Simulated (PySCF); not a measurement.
# What a change does: NMR shielding calculation on C$_{4}$H$_{4}$F$_{2}$

System: C$_{4}$H$_{4}$F$_{2}$, SMILES C=C=CC(F)F.
Method of run 1: GIAO PBE0/6-31G* NMR shielding, non-relativistic, gas phase (PySCF 2.14.0).

The geometry comes from this level: PBE0-D3(BJ)/def2-SVP. Text and figures count atoms from 1; the logs count them from 0 in places.

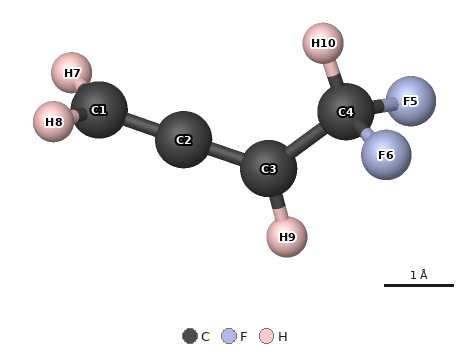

Fig. 1: The structure (ball-and-stick view, seen at a tilt; atoms are numbered from 1 in the order of the input).

**The input, run 1**
```
{"job": {"kind": "nmr", "xc": "PBE0", "basis": "6-31G*", "pop": true}, "charge": 0, "multiplicity": 1}
C      1.967998    -0.279958     0.754634
C      0.836699    -0.366060     0.108546
C     -0.303379    -0.440967    -0.530506
C     -1.429428     0.510639    -0.284367
F     -2.543754    -0.170873     0.066986
F     -1.722877     1.184990    -1.420709
H      2.124198    -0.819417     1.694666
H      2.793381     0.329555     0.372157
H     -0.479280    -1.210829    -1.291684
H     -1.196491     1.241214     0.508683
```

The first line tells a small driver script what to run in PySCF; the rest is the geometry in Å.

Command:
```bash
OMP_NUM_THREADS=1 python <driver script> task.json out
```

Hardware: 1 CPU thread, shared host.

**Output (run 1)**
```
coarse grid: 9000 points
cycle   1  E = -353.9932756113  dE =  8.064e-01  |g| = 7.053e-01  |ddm| = 3.169e+00
cycle   2  E = -353.9261221145  dE =  6.715e-02  |g| = 9.747e-01  |ddm| = 1.113e+00
cycle   3  E = -354.0814722567  dE = -1.554e-01  |g| = 7.570e-02  |ddm| = 6.900e-01
cycle   4  E = -354.0826944658  dE = -1.222e-03  |g| = 3.381e-02  |ddm| = 1.108e-01
cycle   5  E = -354.0829647681  dE = -2.703e-04  |g| = 1.282e-02  |ddm| = 3.992e-02
cycle   6  E = -354.0830090810  dE = -4.431e-05  |g| = 1.643e-03  |ddm| = 1.317e-02
cycle   7  E = -354.0830097640  dE = -6.829e-07  |g| = 4.131e-04  |ddm| = 1.828e-03
final grid: 89528 points
cycle   8  E = -354.0617880346  dE = -2.248e-05  |g| = 7.572e-03  |ddm| = 2.011e-02
cycle   9  E = -354.0617817580  dE =  6.277e-06  |g| = 1.006e-02  |ddm| = 1.411e-02
cycle  10  E = -354.0618001030  dE = -1.835e-05  |g| = 8.672e-04  |ddm| = 7.717e-03
cycle  11  E = -354.0618002694  dE = -1.664e-07  |g| = 2.301e-04  |ddm| = 8.770e-04
cycle  12  E = -354.0618002805  dE = -1.109e-08  |g| = 1.135e-04  |ddm| = 3.007e-04
cycle  13  E = -354.0618002839  dE = -3.441e-09  |g| = 1.233e-05  |ddm| = 1.126e-04
cycle  14  E = -354.0618002839  dE = -3.376e-11  |g| = 4.430e-06  |ddm| = 1.725e-05
converged SCF energy = -354.0618002839

GIAO shielding tensors (ppm)
atom      isotropic    diamagn.    paramagn.     s11        s22        s33       span
  0 C      118.271     270.033    -151.762     36.298    138.108    180.409    144.111
  1 C       -8.889     243.409    -252.298    -24.441    -22.142     19.916     44.356
  2 C      107.854     268.055    -160.200     36.615    126.270    160.679    124.064
  3 C       81.647     243.936    -162.288     64.946     82.878     97.117     32.170
  4 F      316.772     469.464    -152.693    226.031    337.888    386.397    160.366
  5 F      315.523     469.545    -154.022    222.896    337.164    386.509    163.613
  6 H       27.106      30.683      -3.577     25.538     25.911     29.870      4.332
  7 H       27.106      30.701      -3.595     25.538     25.914     29.865      4.327
  8 H       26.639      29.803      -3.165     24.932     26.591     28.393      3.461
  9 H       25.890      28.714      -2.825     24.293     24.739     28.638      4.345
```

Run 2 used a changed input.

**The two runs side by side**

| quantity | run 1 | run 2 |
| --- | --- | --- |
| outcome | converged | converged |
| total energy (hartree) | −354.061800 | −354.225844 |
| HOMO (eV) | −7.94 | −8.27 |
| LUMO (eV) | 0.04 | −0.42 |
| dipole moment (D) | 2.29 | 2.58 |
| shielding of C1 (ppm) | 118.3 | 100.7 |
| shielding of C2 (ppm) | −8.9 | −43.9 |
| shielding of C3 (ppm) | 107.9 | 88.1 |
| shielding of C4 (ppm) | 81.6 | 62.3 |
| shielding of F5 (ppm) | 316.8 | 295.1 |
| shielding of F6 (ppm) | 315.5 | 293.5 |
| shielding of H7 (ppm) | 27.1 | 26.2 |
| SCF iterations | 14 | 14 |
| basis functions | 92 | 250 |
| wall time (shared host) | 6.3 s | 25 s |

Which change of the input explains these differences?

The change (lines with − go, lines with + come):
```diff
-"basis": "6-31G*"
+"basis": "IGLO-III"
```

The total energy of run 2 is 102.9 kcal/mol lower, which measures the change of basis and not a stability. The HOMO goes from −7.94 to −8.27 eV. The LUMO goes from 0.04 to −0.42 eV. The dipole moment goes from 2.29 to 2.58 D. Of all shieldings, the largest change is that of C2, by −35.0 ppm. The number of SCF iterations is the same. The basis functions go from 92 to 250.

**Output (run 2)**
```
coarse grid: 9000 points
cycle   1  E = -354.1385197876  dE =  8.048e-01  |g| = 6.973e-01  |ddm| = 2.159e+00
cycle   2  E = -354.0663347162  dE =  7.219e-02  |g| = 1.012e+00  |ddm| = 6.781e-01
cycle   3  E = -354.2181284350  dE = -1.518e-01  |g| = 7.835e-02  |ddm| = 3.823e-01
cycle   4  E = -354.2191132218  dE = -9.848e-04  |g| = 4.176e-02  |ddm| = 6.220e-02
cycle   5  E = -354.2195067594  dE = -3.935e-04  |g| = 1.394e-02  |ddm| = 2.446e-02
cycle   6  E = -354.2195542639  dE = -4.750e-05  |g| = 2.644e-03  |ddm| = 7.295e-03
cycle   7  E = -354.2195559590  dE = -1.695e-06  |g| = 5.096e-04  |ddm| = 1.580e-03
final grid: 89528 points
cycle   8  E = -354.2258357812  dE = -8.896e-05  |g| = 6.428e-03  |ddm| = 5.011e-02
cycle   9  E = -354.2258325317  dE =  3.249e-06  |g| = 8.017e-03  |ddm| = 6.870e-03
cycle  10  E = -354.2258438928  dE = -1.136e-05  |g| = 1.116e-03  |ddm| = 3.482e-03
cycle  11  E = -354.2258440729  dE = -1.802e-07  |g| = 3.371e-04  |ddm| = 6.284e-04
cycle  12  E = -354.2258440921  dE = -1.913e-08  |g| = 1.507e-04  |ddm| = 1.884e-04
cycle  13  E = -354.2258440977  dE = -5.624e-09  |g| = 2.234e-05  |ddm| = 8.181e-05
cycle  14  E = -354.2258440978  dE = -1.189e-10  |g| = 3.856e-06  |ddm| = 1.517e-05
converged SCF energy = -354.2258440978

GIAO shielding tensors (ppm)
atom      isotropic    diamagn.    paramagn.     s11        s22        s33       span
  0 C      100.669     253.768    -153.099      7.471    125.889    168.647    161.177
  1 C      -43.917     263.390    -307.307    -64.633    -59.697     -7.421     57.212
  2 C       88.079     253.641    -165.562      6.490    112.034    145.712    139.222
  3 C       62.312     248.118    -185.806     44.836     64.269     77.829     32.993
  4 F      295.057     462.214    -167.156    189.479    325.949    369.744    180.265
  5 F      293.470     462.511    -169.040    186.231    325.153    369.027    182.795
  6 H       26.168      29.829      -3.661     24.639     24.755     29.110      4.471
  7 H       26.170      29.833      -3.663     24.641     24.762     29.106      4.465
  8 H       25.754      29.935      -4.181     24.129     25.413     27.721      3.593
  9 H       25.260      29.437      -4.177     23.688     24.502     27.590      3.902
```
